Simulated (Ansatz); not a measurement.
**Cl2CuH4O2 (cis-Cu(H2O)2Cl2) (doublet): density, localisation and related maps**

The calculation's input:

```
crystal:
  periodic: [false, false, false]
  atoms:
    - {symbol: Cu, position_ang: [-0.391026, -0.463023, 0.169543]}
    - {symbol: O, position_ang: [1.571678, -0.355898, -0.549771]}
    - {symbol: H, position_ang: [1.624942, -1.347608, -0.417380]}
    - {symbol: H, position_ang: [2.141949, 0.013336, 0.154885]}
    - {symbol: O, position_ang: [-0.499762, 1.625554, 0.085152]}
    - {symbol: H, position_ang: [-1.462997, 1.539423, 0.347040]}
    - {symbol: H, position_ang: [-0.527877, 1.898199, -0.854494]}
    - {symbol: Cl, position_ang: [-2.562506, -0.292076, 0.632788]}
    - {symbol: Cl, position_ang: [0.105619, -2.617897, 0.432226]}
basis:
  gaussian: {orbitals: def2-TZVP, initial_orbitals: start.molden}
magnetization: {spin_polarized: true, initial_magnetization: 1}
hamiltonian: {xc: pbe0, dispersion: d4}
scf: {omitted_lower_state_checks: [starts]}
output: {forces: true, orbitals: {seedname: orbitals}}
```

Run with:

```sh
ansatz run in.yaml --threads 4 --pin off --events-out ev --progress --plain --max-ram 4787MiB
```

Geometry: PBE-D4/def2-SVP; not at a stationary point (largest force 1.0 eV/Å).

These are results of Ansatz 0.2.0, UKS PBE0-D4/def2-TZVP, not measurements.

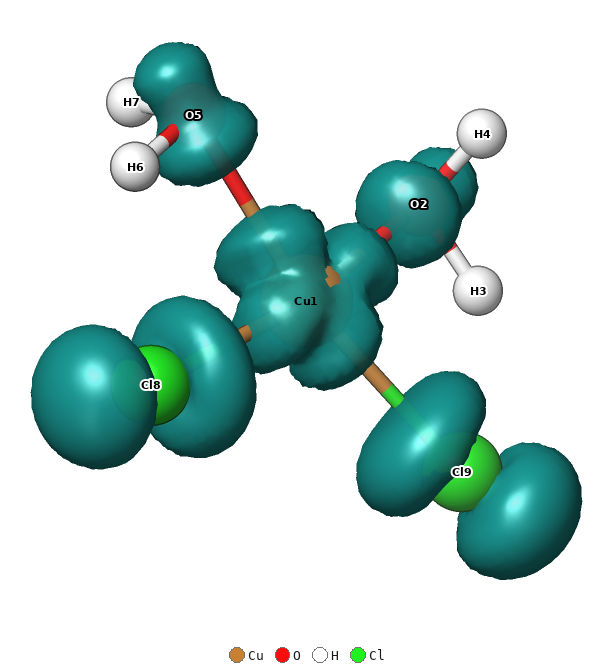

Figure 1. Isosurface of the spin density at +0.02 e/Å³ (teal), seen at a tilt.

### Describe the spin distribution.

The unpaired spin (1 electron) lies mostly on Cu1 (about 0.6), Cl8 (about 0.1) and Cl9 (about 0.1), in electrons by Hirshfeld's partition.

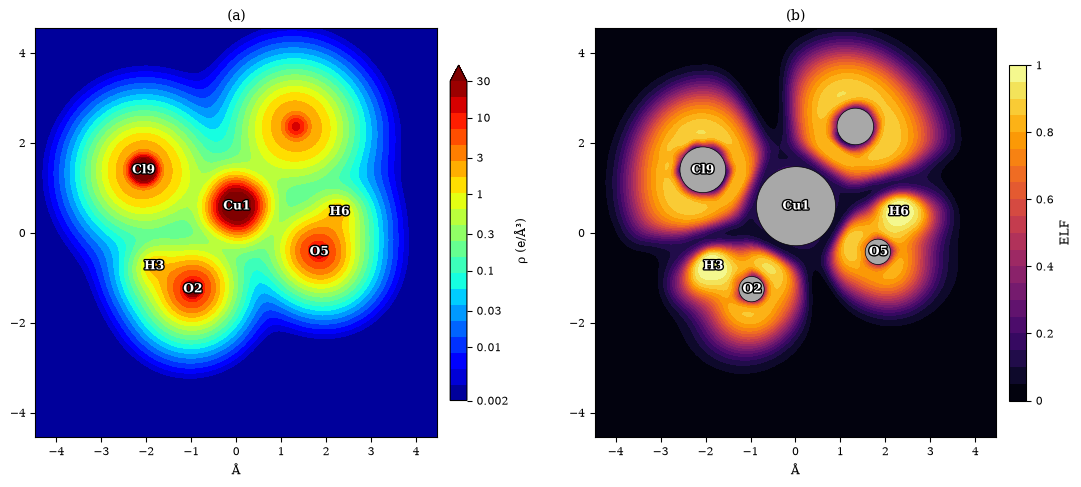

Figure 2. (a) total electron density; (b) electron localisation function on the plane of atoms Cu1, O2 and H3. Grey discs cover the atomic cores in the ELF map.

### Interpret the plot.

- The section cuts through Cu, O, H and Cl sites.
- Cu–O (2.09 Å): ρ at the midpoint is about 0.42 e/Å³; the ELF peaks at about 0.90 in the valence shell of O, 0.6 Å from its nucleus, and is about 0.15 at the midpoint.
- Cu–Cl (2.23 Å): ρ is about 0.58 e/Å³ halfway; the ELF peaks at about 0.80 in the valence shell of Cl, 0.9 Å from its nucleus, and is about 0.45 at the midpoint.
- O–H (1.00 Å): ρ at the midpoint is about 3.6 e/Å³; the ELF climbs to about 1 towards the hydrogen, as it does in any bond to H (a covalent bond by its length).

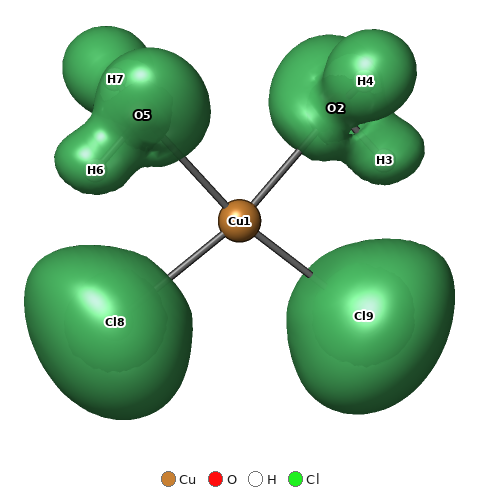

Figure 3. Isosurface of the ELF at 0.75 (green), seen at a tilt. Core shells and regions of very low density are left out.

### Where are the electrons localised?

The surface consists of two regions wrapped around Cl (the valence shell of each) and two joined regions spread over several atoms (H, O), in which their bonds and any lone pairs are merged.
